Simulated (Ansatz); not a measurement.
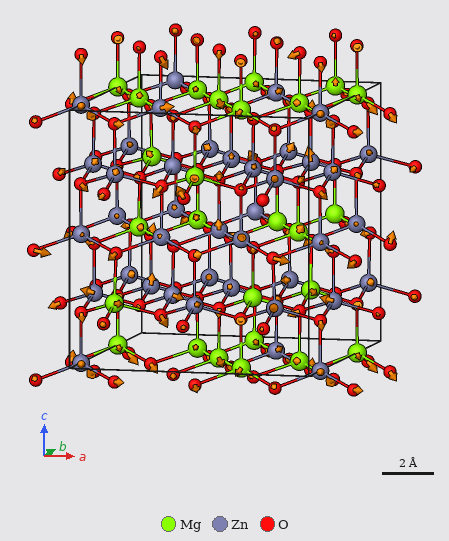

This is a relaxation of solid Mg18Zn30O48 (a generated structure, set up in P1). The starting structure is drawn; orange arrows show the displacements (the part carried along by the change of the cell is left out), magnified 10 times.

A ball-and-stick model of the cell of the calculation, seen slightly off an axis.

Level of theory: Ansatz, DFT, PBEsol, PAW, plane waves. Settings: plane-wave cutoff 420 eV; k-point mesh 1 × 1 × 1; mesh shifted by (0.25, 0.25, 0.25); no spin polarisation; cell relaxed at fixed alpha, beta, gamma; force threshold 0.03 eV/Å; at most 80 steps.

Q: Describe the change and its energy.

A: The energy falls by 7.8 meV per atom in 4 geometry steps. Largest force component: 1.1 eV/Å at the start, 0.0027 eV/Å at the end. Pressure: 0.25 GPa at the start and −0.02 GPa at the end. The atom that moves furthest relative to the cell is an O atom (0.074 Å roughly along [3 0 −1]). Largest moves by element: O 0.074 Å, Zn 0.068 Å, Mg 0.050 Å. The drawn cell changes at constant volume: a 9.772 → 9.749 Å (−0.2 %), b 11.284 → 11.256 Å (−0.2 %), c 10.285 → 10.339 Å (+0.5 %). Some distances before and after: O–Zn 1.888 → 1.971 Å, O–Zn 1.908 → 1.977 Å, Mg–O 1.895 → 1.958 Å, O–Zn 2.041 → 1.987 Å. Among the angles between lasting bonds that change: O–Mg–O 113.8° → 109.8°, Zn–O–Zn 113.6° → 109.6°, O–Zn–O 106.2° → 110.1°. The space group stays P1 (No. 1). Cost: 6.4 s on 1 × NVIDIA GB200 with 8 threads of Arm Neoverse-V2, peak memory 2 GiB.
